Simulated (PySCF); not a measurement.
# CH4Si (SMILES C=[SiH2]): SVWN5/STO-3G

What is the vertical singlet–triplet gap of CH4Si at SVWN5/STO-3G? The job is set up through a Python script.

Program for the calculation: PySCF 2.14.0.

5 further runs of the same task are left out: 5 set aside as unsound or not needed.

## 1. The system as given

The species is CH4Si (6 atoms), meant as a singlet with charge 0. As SMILES, `C=[SiH2]`. Geometry: relaxed at GFN2-xTB.

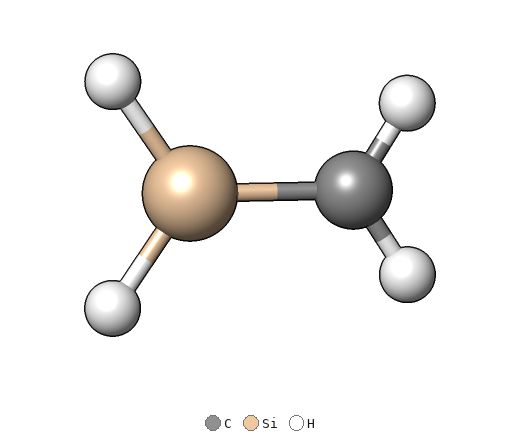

The structure, seen from a chosen angle (carbon grey, silicon light orange, hydrogen white).

## 2. A single-point energy at SVWN5/STO-3G

Input file run.py:

```python
from pyscf import gto, dft

molecule = gto.Mole()
molecule.atom = [
    ('C', (-0.738690, -0.547160, -0.265100)),
    ('Si', (0.611270, 0.451760, 0.218260)),
    ('H', (-1.408510, -0.996610, 0.448130)),
    ('H', (-0.962920, -0.758160, -1.296740)),
    ('H', (0.952980, 0.765970, 1.600750)),
    ('H', (1.545870, 1.084200, -0.705300)),
]
molecule.verbose = 4
molecule.basis = 'sto-3g'
molecule.charge = 0
molecule.max_memory = 1860
molecule.build()

mf = dft.RKS(molecule, xc='svwn')
mf.grids.level = 5
mf.conv_tol = 1e-10
mf.kernel()
if not mf.converged:
    mf = mf.newton().run(mf.mo_coeff, mf.mo_occ)

etot = mf.e_tot
print('E(%s) = %.9f' % ('SVWN5', etot))
```

Started as:

```bash
$ OMP_NUM_THREADS=1 python run.py
```

Output:

```text
PySCF version 2.14.0

[... 76 lines left out ...]
converged SCF energy = -324.491827981442
E(SVWN5) = -324.491827981
```

Run time: 1.7 s. Hardware: 1 thread of Arm Neoverse V2, shared host; peak memory 0.14 GiB.

## 3. The triplet, same level

Input file input.xyz:

```xyz
6
CH4Si
C     -0.738690    -0.547160    -0.265100
Si     0.611270     0.451760     0.218260
H     -1.408510    -0.996610     0.448130
H     -0.962920    -0.758160    -1.296740
H      0.952980     0.765970     1.600750
H      1.545870     1.084200    -0.705300
```

Input file run.py:

```python
from pyscf import gto, dft

mol = gto.M(
    atom='input.xyz',
    spin=2,
    max_memory=1860,
    verbose=3,
    charge=0,
    basis='sto-3g',
)

mf = dft.UKS(mol, xc='svwn')
mf.grids.level = 5
mf.conv_tol = 1e-10
mf.kernel()
if not mf.converged:
    mf = mf.newton().run(mf.mo_coeff, mf.mo_occ)

e_final = mf.e_tot
print('E = %.10f Eh' % e_final)
```

Started as:

```bash
$ OMP_NUM_THREADS=1 python run.py
```

Output:

```text
WARN: HOMO -0.0177400613803306 >= LUMO -0.216938350377506

WARN: HOMO 0.063663347469766 >= LUMO -0.0239293305101279

WARN: HOMO 0.0438966486978493 >= LUMO -0.0543452783941225

WARN: HOMO 0.0444114165694578 >= LUMO -0.0514022488666732

WARN: HOMO 0.0436184612340057 >= LUMO -0.0519741054438602

WARN: HOMO 0.0438033299858693 >= LUMO -0.0518693067795486

WARN: HOMO 0.0437861129200841 >= LUMO -0.0518634318466712

WARN: HOMO 0.0437858907981464 >= LUMO -0.0518632707867051

WARN: HOMO 0.043785863553908 >= LUMO -0.0518633012386657

converged SCF energy = -324.364251078171  <S^2> = 2.0044684  2S+1 = 3.0029775
E = -324.3642510782 Eh
```

It took 2 s on 1 thread of Arm Neoverse V2, shared host; peak memory 0.14 GiB.

## 4. Outcome

At SVWN5/STO-3G:

| quantity | value |
| --- | --- |
| singlet: total energy | -324.49183 Eh |
| singlet: dipole moment | 0.74 D |
| singlet: HOMO energy | -2.41 eV |
| singlet: LUMO energy | 2.06 eV |
| singlet: HOMO–LUMO gap | 4.47 eV |
| triplet: total energy | -324.36425 Eh |
| triplet: dipole moment | 0.34 D |
| triplet: ⟨S²⟩ | 2.004 |
| vertical energy of the triplet above the singlet | 3.472 eV |

At this shape the triplet lies 3.47 eV (335 kJ/mol) above the singlet. In a minimal basis such a difference can be off by several eV, whatever the method. Mulliken charges (singlet) run from -0.40 on C1 to +0.39 on Si2; they depend strongly on the basis.
